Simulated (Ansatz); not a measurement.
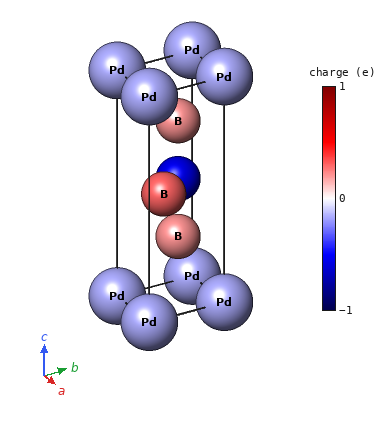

A spheres-only rendering, viewed slightly off an axis. The outline marks the simulation cell. The atoms of this B4Pd cell are coloured by their Bader charge.

All computed values are from DFT PBE, scalar-relativistic, plane waves, PAW in Ansatz. Settings: a plane-wave cutoff of 420 eV, k-point mesh 12×12×6, Gaussian smearing of 0.1 eV, no spin polarisation.

What charges do the elements carry?

Answer. Most positive: B; most negative: Pd. Charges: about B -0.6 to +0.3 e; Pd -0.2 e.

The structure comes from a random cell made by a generator, so it need not be a real form of the compound. Earlier steps of the study may have refined or changed the cell and positions. It went into a calculation with Ansatz.
